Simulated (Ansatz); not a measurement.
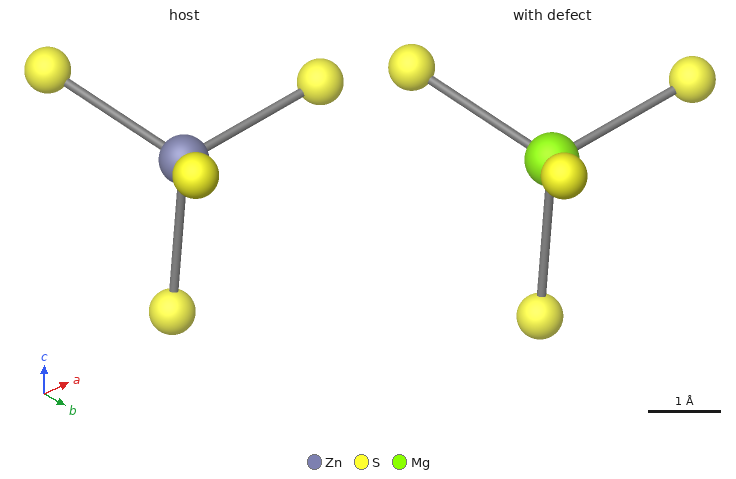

Left: perfect ZnS. Right: the same region with one point defect, after relaxing the atoms in a supercell of 54 sites. Style: ball-and-stick. Shown: the atoms within 3.8 Å of one point, from a free direction.

Method: DFT, PBE, plane-wave PAW, default files, scalar-relativistic, frozen cores in Ansatz. Set-up: plane-wave cutoff 420 eV; k-point mesh 3 × 3 × 3; occupations fermi dirac; smearing width 0.01 eV; no spin polarisation. The axes drawn are those of the host's conventional cell.

> What kind of defect was made?

A zinc atom is replaced by magnesium.

The charge state of the cell is 0.

> What does the relaxation do around it?

In the host the Zn atom has 4 S at 2.34 Å; the Mg atom ends with 4 S at 2.41 Å. Of the host's atoms, a sulfur atom moves furthest from its site, by 0.07 Å. Relaxing the atoms from the host's sites lowers the energy by 0.10 eV.
